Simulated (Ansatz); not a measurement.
Formation energy of the localised charge states of Ag interstitial in alpha quartz (start: void with 4O nearest, no. 2; 243-site cell, Γ-point sampling) against the Fermi level, O-rich (Δμ(Ag) = -0.14 eV, bounded by Ag2O (Pn-3m); only phases computed here count, gases as isolated molecules at 0 K). Calculation: PBE, PAW (plane waves to 420 eV; Ansatz, a first-principles code).

Charges with a result: +1, 0. Others weren't obtained, and one of them could lie lower, also by skipping a charge.

Cell and caveats: 243-site cell; Γ-point k-points; host gap 5.68 eV; charged states image-corrected; not converged in cell size; flagged in the runs: a host whose relaxation on this sampling wasn't shown to rest, a strain field that reaches the edge of the cell, zone-centre sampling.

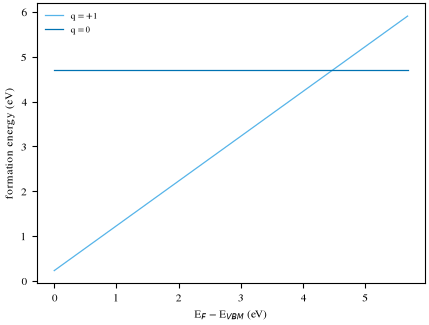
Figure: Formation energy of each charge state against the Fermi level

Crossings of the lowest lines: (+1/0) at 4.47 eV. At the valence-band maximum: q = +1: 0.23 eV; q = 0: 4.69 eV.
